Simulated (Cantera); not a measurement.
Charge: 1 mol Ti(OiPr)₄, 0.11 mol CH₄, 56 mol H₂, at 58.0 mbar.

Method: chemical equilibrium by Gibbs-energy minimisation in Cantera with the NASA 1993 tables (ideal gas, pure condensed phases). Candidate condensed phases: C, C₆H₆, C₇H₈, C₈H₁₈, H₂O, Ti, TiC, TiO, TiO₂, Ti₂O₃, Ti₃O₅, Ti₄O₇; 113 gas species. The feed counts by its element totals alone. TiC: taken at fixed stoichiometry. Condensed phases not in the tables: Magnéli phases beyond Ti₄O₇. The numbers say what is thermodynamically allowed, not how fast it happens.

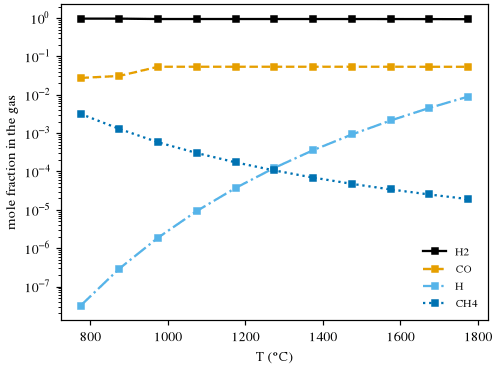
Fig. 1. Equilibrium gas composition (values under 1e-9 drawn at 1e-9)

At 775 °C the condensed part is C(graphite) + TiO₂(rutile). At 875 °C the condensed part is C(graphite) + Ti₄O₇(s). From 975 °C to 1775 °C the condensed part is C(graphite) + TiC(s).
